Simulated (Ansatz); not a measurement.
# C2H8BOSb: geometry relaxation (part 2 of 3)

The same run, continued: C2H8BOSb; RKS PBE-D4/def2-SVP (Ansatz 0.2.0). It belongs to a series of runs on one base structure; here: end point A relaxed.

Geometry of the input (Å):
```
C  -1.3705  0.6958  1.2208
B  0.1432  0.8980  1.3987
Sb 1.4693  0.8263  -0.3893
O  1.1574  -1.1332  -0.6831
C  0.2801  -1.2316  -1.8394
H  -1.6374  -0.2334  0.7573
H  -1.7668  1.5442  0.5435
H  -1.8859  0.8332  2.1871
H  0.6055  1.0729  2.5209
H  2.8887  0.4476  0.6670
H  0.0154  -2.2880  -1.9868
H  0.8407  -0.8284  -2.6932
H  -0.7193  -0.6381  -1.6887
```

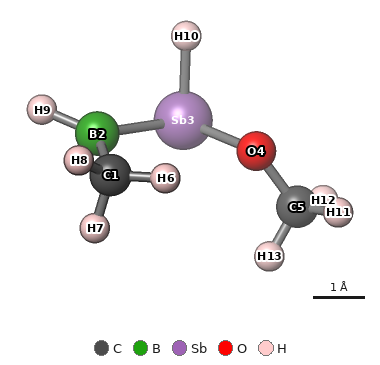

**Figure 1.** The geometry at step 14 of the log (ball-and-stick view, seen at a tilt; atoms are numbered from 1 in the order of the input).

## Trajectory as extended XYZ, continued
```
13
Properties=species:S:1:pos:R:3:forces:R:3 step=2 energy=-11454.00322
C    -1.3966    0.7101    1.2462   -0.1129   0.6228  -0.0209
B     0.1376    0.8787    1.4381    0.4940   0.2406   0.0685
Sb    1.6443    0.8626   -0.3017   -1.2311   0.2943  -0.5967
O     1.1067   -1.0992   -0.6878   -0.4674  -0.1867  -0.6298
C     0.2663   -1.2426   -1.8511    0.1477   0.7159   0.9743
H    -1.6613   -0.2198    0.7204   -0.0782  -0.2997  -0.2048
H    -1.7536    1.5400    0.5695    0.1301  -0.3166   0.1904
H    -1.9679    0.7903    2.1937   -0.0359  -0.1268  -0.0716
H     0.6116    1.1333    2.5372   -0.0520   0.0119  -0.0254
H     2.9582    0.4712    0.6331    0.7991  -0.4573   0.6831
H     0.0173   -2.3131   -1.9757    0.0961  -0.1603  -0.0057
H     0.7764   -0.8597   -2.7611   -0.0869  -0.0804  -0.2499
H    -0.7186   -0.6865   -1.7461    0.3974  -0.2576  -0.1114
13
Properties=species:S:1:pos:R:3:forces:R:3 step=4 energy=-11454.16111
C    -1.3518    0.7008    1.2569    0.0640  -0.4387  -0.1224
B     0.1668    0.9934    1.4877    0.0391   0.3398   0.1673
Sb    1.6282    0.8644   -0.2595   -0.1738  -0.0701   0.0147
O     1.0316   -1.0596   -0.7104   -0.0322   0.0942  -0.0714
C     0.2413   -1.2297   -1.8621    0.0013  -0.1489   0.0549
H    -1.4690   -0.1736    0.5700   -0.0942   0.1372   0.1100
H    -1.7713    1.5655    0.6865    0.0461   0.0129   0.0436
H    -1.9860    0.5532    2.1606    0.1795   0.0715  -0.1128
H     0.6034    1.4334    2.5489   -0.0874  -0.0495  -0.1334
H     2.9126    0.2608    0.7171    0.0645  -0.0484   0.1055
H     0.0617   -2.3239   -1.9734   -0.0193   0.0395  -0.0437
H     0.7178   -0.8751   -2.8090    0.0439   0.0402  -0.0075
H    -0.7649   -0.7443   -1.7986   -0.0314   0.0202  -0.0048
13
Properties=species:S:1:pos:R:3:forces:R:3 step=5 energy=-11454.18866
C    -1.3253    0.6774    1.2645    0.1129  -0.3550  -0.1308
B     0.1763    1.0465    1.4993   -0.0415   0.2216   0.2155
Sb    1.6261    0.8415   -0.2344    0.0820  -0.0922   0.0504
O     0.9837   -1.0577   -0.7155    0.0422   0.0913   0.1274
C     0.2270   -1.2269   -1.8831   -0.0550  -0.1446  -0.1369
H    -1.4152   -0.1939    0.5715   -0.0671   0.1204   0.1255
H    -1.7716    1.5362    0.7049    0.0258   0.0296   0.0429
H    -1.9530    0.5096    2.1657    0.1121   0.0647  -0.0386
H     0.5853    1.5685    2.5387   -0.1107  -0.0691  -0.2285
H     2.8904    0.2053    0.7775   -0.0954   0.0100  -0.0383
H     0.0544   -2.3219   -2.0053   -0.0190   0.0510  -0.0241
H     0.7254   -0.8727   -2.8206    0.0358   0.0457   0.0296
H    -0.7833   -0.7465   -1.8485   -0.0222   0.0266   0.0060
13
Properties=species:S:1:pos:R:3:forces:R:3 step=6 energy=-11454.21827
C    -1.2939    0.6338    1.2814    0.1982  -0.0936  -0.0219
B     0.1857    1.1019    1.4958   -0.1367   0.2215   0.1967
Sb    1.6317    0.8122   -0.2169    0.2368  -0.1896   0.1164
O     0.9149   -1.0574   -0.6992   -0.0338   0.0633   0.0515
C     0.2180   -1.2136   -1.9078   -0.0437  -0.0433  -0.1835
H    -1.3786   -0.2544    0.6171    0.0257   0.0446   0.0742
H    -1.7732    1.4739    0.7169    0.0145   0.0196   0.0478
H    -1.8949    0.4872    2.1996   -0.0023   0.0208   0.0459
H     0.5554    1.7571    2.4819   -0.1536  -0.2037  -0.3339
H     2.8361    0.1054    0.8380   -0.1457   0.1054  -0.1072
H     0.0415   -2.3048   -2.0543    0.0075   0.0428  -0.0011
H     0.7693   -0.8509   -2.8155   -0.0176   0.0012   0.0974
H    -0.7916   -0.7250   -1.9222    0.0508   0.0111   0.0176
13
Properties=species:S:1:pos:R:3:forces:R:3 step=8 energy=-11454.24790
C    -1.2442    0.5702    1.3533    0.2124   0.0271   0.0936
B     0.2001    1.1774    1.4614   -0.3453   0.4537   0.0732
Sb    1.6580    0.7334   -0.2120    0.1043  -0.2368   0.2549
O     0.7684   -1.0661   -0.6851   -0.0075   0.1213  -0.0695
C     0.2124   -1.1834   -1.9746   -0.0223   0.0467  -0.1421
H    -1.2983   -0.3837    0.7824    0.0683   0.1219   0.0629
H    -1.7972    1.3382    0.7447    0.0706  -0.0897   0.0949
H    -1.7934    0.4883    2.3158    0.0262   0.0232  -0.0646
H     0.4959    2.0511    2.3039   -0.0940  -0.4773  -0.3386
H     2.6956   -0.0208    0.9828   -0.0675   0.0786  -0.1472
H    -0.0157   -2.2607   -2.1467    0.0195   0.0436  -0.0172
H     0.8950   -0.8524   -2.8065   -0.1149  -0.0687   0.1650
H    -0.7565   -0.6263   -2.1049    0.1503  -0.0435   0.0346
13
Properties=species:S:1:pos:R:3:forces:R:3 step=9 energy=-11454.26614
C    -1.2350    0.5617    1.3750    0.0473   0.0130  -0.0127
B     0.1875    1.2093    1.4150   -0.2872   0.1605   0.2005
Sb    1.6533    0.6725   -0.2038    0.2926   0.4111   0.0101
O     0.7627   -1.0869   -0.6862   -0.1624  -0.2652   0.0093
C     0.2177   -1.1630   -1.9804   -0.0521  -0.0773  -0.1279
H    -1.2640   -0.4195    0.8530    0.0341   0.0707   0.0255
H    -1.8309    1.2708    0.7383    0.0584  -0.0588   0.0638
H    -1.7713    0.5079    2.3460    0.0638   0.0376  -0.0280
H     0.4891    2.0937    2.2222   -0.0433  -0.2216  -0.1940
H     2.6550   -0.0452    1.0112    0.0554  -0.0663   0.0604
H    -0.0471   -2.2262   -2.1768   -0.0142   0.0133  -0.0133
H     0.9234   -0.8465   -2.7894   -0.0147  -0.0059   0.0052
H    -0.7199   -0.5634   -2.1092    0.0224  -0.0110   0.0012
13
Properties=species:S:1:pos:R:3:forces:R:3 step=10 energy=-11454.27920
C    -1.2157    0.5423    1.4404   -0.0114  -0.0103   0.0112
B     0.1661    1.2562    1.4160   -0.0936  -0.1087  -0.0907
Sb    1.6638    0.6941   -0.1869   -0.0150  -0.0664  -0.0378
O     0.6617   -1.0257   -0.7084    0.0542  -0.0821  -0.0315
C     0.2272   -1.1562   -2.0444   -0.0235   0.2505   0.1038
H    -1.1935   -0.4874    1.0193   -0.0037   0.1177   0.0087
H    -1.8458    1.1488    0.7359    0.0428  -0.0529   0.0441
H    -1.7342    0.5817    2.4215    0.0094  -0.0434  -0.0584
H     0.4376    2.1703    2.1699    0.0687   0.0839   0.0636
H     2.5938   -0.1221    1.0395   -0.0151   0.0376   0.0019
H    -0.1133   -2.2027   -2.1977    0.0021  -0.0485   0.0094
H     1.0140   -0.9449   -2.8129   -0.0016  -0.0364   0.0658
H    -0.6412   -0.4892   -2.2773   -0.0131  -0.0411  -0.0902
13
Properties=species:S:1:pos:R:3:forces:R:3 step=12 energy=-11454.28581
C    -1.2163    0.5424    1.4363   -0.0200  -0.0049   0.0487
B     0.1628    1.2565    1.4072    0.0100  -0.0159  -0.0209
Sb    1.6554    0.6890   -0.1976    0.0144  -0.0054  -0.0041
O     0.6632   -1.0399   -0.7030   -0.0045  -0.0022  -0.0022
C     0.2260   -1.1545   -2.0380    0.0062   0.0218   0.0130
H    -1.1983   -0.4710    0.9836    0.0035   0.0330  -0.0153
H    -1.8578    1.1681    0.7633    0.0020  -0.0103   0.0071
H    -1.7213    0.5439    2.4243    0.0074  -0.0113  -0.0272
H     0.4592    2.1666    2.1652   -0.0016  -0.0005   0.0012
H     2.5822   -0.0947    1.0522   -0.0147   0.0129  -0.0076
H    -0.1231   -2.1995   -2.1935   -0.0037  -0.0048  -0.0029
H     1.0233   -0.9584   -2.7981   -0.0055  -0.0098   0.0165
H    -0.6350   -0.4832   -2.2871    0.0064  -0.0025  -0.0061
13
Properties=species:S:1:pos:R:3:forces:R:3 step=13 energy=-11454.28723
C    -1.2146    0.5389    1.4351   -0.0156  -0.0093  -0.0024
B     0.1609    1.2587    1.3992    0.0293   0.0061   0.0074
Sb    1.6543    0.6985   -0.2081   -0.0363  -0.0216   0.0109
O     0.6464   -1.0285   -0.6942    0.0102   0.0169  -0.0385
C     0.2272   -1.1557   -2.0337    0.0039  -0.0142  -0.0176
H    -1.2002   -0.4574    0.9469    0.0046   0.0087   0.0030
H    -1.8722    1.1827    0.7953    0.0008   0.0022   0.0161
H    -1.7007    0.5044    2.4317    0.0118   0.0029  -0.0211
H     0.4637    2.1615    2.1627   -0.0116   0.0090   0.0096
H     2.5710   -0.0798    1.0513    0.0006   0.0056   0.0028
H    -0.1458   -2.1951   -2.1762   -0.0001   0.0165  -0.0021
H     1.0429   -0.9952   -2.7834   -0.0215  -0.0102   0.0222
H    -0.6124   -0.4676   -2.3119    0.0241  -0.0127   0.0097
13
Properties=species:S:1:pos:R:3:forces:R:3 step=14 energy=-11454.28809
C    -1.2151    0.5413    1.4409   -0.0382  -0.0194  -0.0326
B     0.1576    1.2651    1.4041    0.0366  -0.0078  -0.0007
Sb    1.6423    0.7068   -0.2120   -0.0244  -0.0150  -0.0114
O     0.6413   -1.0255   -0.7010   -0.0015   0.0358  -0.0035
C     0.2327   -1.1649   -2.0424    0.0125  -0.0076  -0.0363
H    -1.2053   -0.4378    0.9180   -0.0032   0.0136   0.0287
H    -1.8866    1.2061    0.8369    0.0093  -0.0065   0.0324
H    -1.6823    0.4701    2.4449    0.0102   0.0095  -0.0260
H     0.4647    2.1627    2.1724   -0.0132   0.0026   0.0009
H     2.5615   -0.0608    1.0527    0.0003  -0.0071  -0.0047
H    -0.1674   -2.1967   -2.1699    0.0082   0.0334   0.0032
H     1.0616   -1.0416   -2.7854   -0.0331  -0.0067   0.0306
H    -0.5848   -0.4594   -2.3444    0.0366  -0.0249   0.0195
13
Properties=species:S:1:pos:R:3:forces:R:3 step=15 energy=-11454.28890
C    -1.2176    0.5415    1.4499   -0.0230  -0.0177  -0.0349
B     0.1553    1.2649    1.4061    0.0210   0.0075  -0.0071
Sb    1.6332    0.7142   -0.2183   -0.0214  -0.0236   0.0027
O     0.6308   -1.0172   -0.7045   -0.0017   0.0295  -0.0135
C     0.2397   -1.1685   -2.0499    0.0039  -0.0019  -0.0267
H    -1.2140   -0.4332    0.9194   -0.0076   0.0105   0.0223
H    -1.8960    1.2136    0.8621    0.0111  -0.0089   0.0254
H    -1.6726    0.4621    2.4584    0.0055   0.0071  -0.0117
H     0.4628    2.1636    2.1730   -0.0058   0.0003   0.0059
H     2.5556   -0.0577    1.0418    0.0067   0.0010  -0.0050
H    -0.1798   -2.1936   -2.1674    0.0081   0.0287  -0.0008
H     1.0816   -1.0732   -2.7821   -0.0299  -0.0053   0.0307
H    -0.5586   -0.4511   -2.3738    0.0331  -0.0270   0.0128
13
Properties=species:S:1:pos:R:3:forces:R:3 step=17 energy=-11454.29033
C    -1.2232    0.5439    1.4691    0.0114  -0.0012  -0.0004
B     0.1523    1.2638    1.4137   -0.0207   0.0141  -0.0144
Sb    1.6114    0.7222   -0.2279   -0.0030  -0.0009   0.0089
O     0.6003   -1.0018   -0.7121   -0.0044   0.0055  -0.0350
C     0.2523   -1.1763   -2.0673    0.0018   0.0203   0.0110
H    -1.2348   -0.4271    0.9342   -0.0051  -0.0023  -0.0022
H    -1.9096    1.2256    0.9039    0.0022   0.0008   0.0000
H    -1.6595    0.4607    2.4850   -0.0032  -0.0026   0.0105
H     0.4608    2.1635    2.1790    0.0085  -0.0048   0.0060
H     2.5549   -0.0505    1.0165    0.0090  -0.0021  -0.0041
H    -0.1914   -2.1913   -2.1730   -0.0010   0.0017  -0.0097
H     1.1203   -1.1217   -2.7717   -0.0161  -0.0064   0.0258
H    -0.5136   -0.4457   -2.4348    0.0205  -0.0220   0.0036
13
Properties=species:S:1:pos:R:3:forces:R:3 step=18 energy=-11454.29098
C    -1.2336    0.5495    1.4920   -0.0134   0.0455  -0.0110
B     0.1404    1.2719    1.4159    0.0093  -0.0583   0.0663
Sb    1.5850    0.7360   -0.2383    0.0156   0.0067  -0.0184
O     0.5637   -0.9807   -0.7205   -0.0210  -0.0063  -0.1081
C     0.2692   -1.1873   -2.0861    0.0124   0.0492   0.0134
H    -1.2640   -0.4097    0.9366    0.0002   0.0104   0.0017
H    -1.9378    1.2475    0.9684    0.0119  -0.0247   0.0096
H    -1.6372    0.4446    2.5207    0.0117  -0.0009  -0.0206
H     0.4633    2.1587    2.1908   -0.0064   0.0119  -0.0181
H     2.5607   -0.0469    0.9771   -0.0179   0.0207  -0.0002
H    -0.2065   -2.1897   -2.1768    0.0054   0.0211  -0.0188
H     1.1707   -1.1876   -2.7533   -0.0738  -0.0031   0.0721
H    -0.4534   -0.4409   -2.5116    0.0660  -0.0721   0.0321
13
Properties=species:S:1:pos:R:3:forces:R:3 step=19 energy=-11454.29076 accepted=F
C    -1.2362    0.5523    1.5134   -0.0360   0.0167   0.0385
B     0.1445    1.2619    1.4380   -0.0590   0.0478  -0.0531
Sb    1.5547    0.7568   -0.2558   -0.0008  -0.0038   0.0409
O     0.5256   -0.9566   -0.7337   -0.0239  -0.0092  -0.1908
C     0.2806   -1.1992   -2.1056    0.0338   0.0774  -0.0065
H    -1.2816   -0.3982    0.9430   -0.0064   0.0312   0.0162
H    -1.9405    1.2670    1.0094    0.0600  -0.0506   0.0271
H    -1.6299    0.4353    2.5461    0.0137  -0.0094  -0.0560
H     0.4728    2.1496    2.2101    0.0175  -0.0260   0.0051
H     2.5440   -0.0190    0.9538    0.0150  -0.0027  -0.0153
H    -0.2221   -2.1911   -2.1812    0.0240   0.0650  -0.0263
H     1.2112   -1.2499   -2.7361   -0.1678   0.0103   0.1336
H    -0.4025   -0.4438   -2.5865    0.1299  -0.1468   0.0866
13
Properties=species:S:1:pos:R:3:forces:R:3 step=21 energy=-11454.29369
C    -1.2353    0.5488    1.5087    0.0064  -0.0093   0.0029
B     0.1430    1.2606    1.4369   -0.0076   0.0321   0.0177
Sb    1.5533    0.7643   -0.2554   -0.0142  -0.0058  -0.0065
O     0.5092   -0.9417   -0.7279    0.0022  -0.0115  -0.0618
C     0.2753   -1.1955   -2.0955    0.0178   0.0072   0.0186
H    -1.2737   -0.4000    0.9365   -0.0041   0.0023   0.0011
H    -1.9324    1.2592    0.9944   -0.0025   0.0017  -0.0016
H    -1.6394    0.4299    2.5348    0.0032   0.0021   0.0013
H     0.4794    2.1370    2.2170   -0.0003  -0.0010   0.0122
H     2.5601   -0.0134    0.9378    0.0015  -0.0074  -0.0027
H    -0.2296   -2.1842   -2.1742   -0.0001   0.0050   0.0025
H     1.2071   -1.2537   -2.7119   -0.0177  -0.0027   0.0128
H    -0.3966   -0.4462   -2.5863    0.0154  -0.0126   0.0037
13
Properties=species:S:1:pos:R:3:forces:R:3 step=22 energy=-11454.29476
C    -1.2389    0.5534    1.5336   -0.0089  -0.0244  -0.0009
B     0.1384    1.2652    1.4587    0.0069   0.0085   0.0083
Sb    1.5129    0.7916   -0.2702    0.0071  -0.0150  -0.0015
O     0.4552   -0.9064   -0.7419   -0.0063  -0.0133  -0.1618
C     0.2885   -1.2077   -2.1126    0.0418   0.0604  -0.0269
H    -1.2837   -0.3847    0.9437   -0.0086   0.0109   0.0104
H    -1.9384    1.2734    1.0360   -0.0066   0.0012   0.0028
H    -1.6345    0.4168    2.5609    0.0024   0.0067  -0.0015
H     0.4880    2.1262    2.2500    0.0031  -0.0026   0.0023
H     2.5566   -0.0013    0.8838   -0.0072   0.0110  -0.0069
H    -0.2484   -2.1814   -2.1795    0.0137   0.0396   0.0019
H     1.2538   -1.3268   -2.6749   -0.1389   0.0244   0.0917
H    -0.3292   -0.4530   -2.6728    0.1014  -0.1073   0.0821
13
Properties=species:S:1:pos:R:3:forces:R:3 step=23 energy=-11454.29606
C    -1.2413    0.5541    1.5404    0.0001  -0.0231  -0.0010
B     0.1374    1.2631    1.4609    0.0090   0.0114  -0.0168
Sb    1.5079    0.7932   -0.2744   -0.0199   0.0042   0.0028
O     0.4506   -0.9043   -0.7490    0.0004  -0.0054  -0.1063
C     0.2920   -1.2105   -2.1187    0.0297   0.0422   0.0088
H    -1.2910   -0.3839    0.9511   -0.0072   0.0066   0.0067
H    -1.9414    1.2753    1.0456   -0.0050   0.0040   0.0011
H    -1.6331    0.4187    2.5691   -0.0005   0.0030   0.0037
H     0.4911    2.1233    2.2514    0.0042  -0.0048   0.0033
H     2.5554    0.0091    0.8806    0.0016  -0.0097  -0.0024
H    -0.2551   -2.1779   -2.1851    0.0074   0.0235  -0.0009
H     1.2588   -1.3420   -2.6707   -0.0770   0.0111   0.0535
H    -0.3106   -0.4530   -2.6865    0.0571  -0.0630   0.0475
13
Properties=species:S:1:pos:R:3:forces:R:3 step=25 energy=-11454.29581 accepted=F
C    -1.2574    0.5585    1.6025   -0.0132   0.0133  -0.0137
B     0.1220    1.2631    1.4813    0.0205  -0.0116  -0.0325
Sb    1.4275    0.8479   -0.3201   -0.0354   0.0136   0.0394
O     0.3529   -0.8346   -0.8014    0.0331   0.0067  -0.2147
C     0.3312   -1.2340   -2.1593    0.0429   0.0602  -0.0647
H    -1.3464   -0.3606    0.9882    0.0058   0.0111   0.0187
H    -1.9769    1.2990    1.1641    0.0270  -0.0161   0.0207
H    -1.5991    0.3964    2.6460    0.0045  -0.0041  -0.0274
H     0.5168    2.0970    2.2822   -0.0106  -0.0155  -0.0166
H     2.5297    0.0520    0.7787    0.0054  -0.0043  -0.0039
H    -0.3200   -2.1397   -2.2159    0.0945   0.1164  -0.0783
H     1.3436   -1.5199   -2.5716   -0.3080   0.0809   0.1477
H    -0.1035   -0.4597   -2.8598    0.1335  -0.2505   0.2253
13
Properties=species:S:1:pos:R:3:forces:R:3 step=26 energy=-11454.24981 accepted=F
C    -1.2370    0.5566    1.5551   -0.1126   0.2650  -0.0361
B     0.1087    1.3252    1.4331    0.1881  -0.5710   0.6213
Sb    1.4488    0.8024   -0.2866    0.2506   0.3367  -0.3373
O     0.3439   -0.8482   -0.7811   -0.0438  -0.0201   0.3804
C     0.3012   -1.2226   -2.1298    0.0306  -0.0951  -0.2685
H    -1.2916   -0.3656    0.9437    0.0175   0.0058  -0.0324
H    -1.9784    1.2730    1.1141   -0.0802  -0.0454  -0.0053
H    -1.5772    0.3873    2.5976    0.0244   0.0183  -0.0180
H     0.5127    2.0785    2.3140   -0.1099   0.1277  -0.2878
H     2.5697    0.0469    0.8299   -0.1703  -0.0426   0.0051
H    -0.3031   -2.1537   -2.2127   -0.0044  -0.0026   0.0384
H     1.3043   -1.4484   -2.5666    0.0176  -0.0193  -0.0312
H    -0.1817   -0.4661   -2.7960   -0.0077   0.0427  -0.0286
```
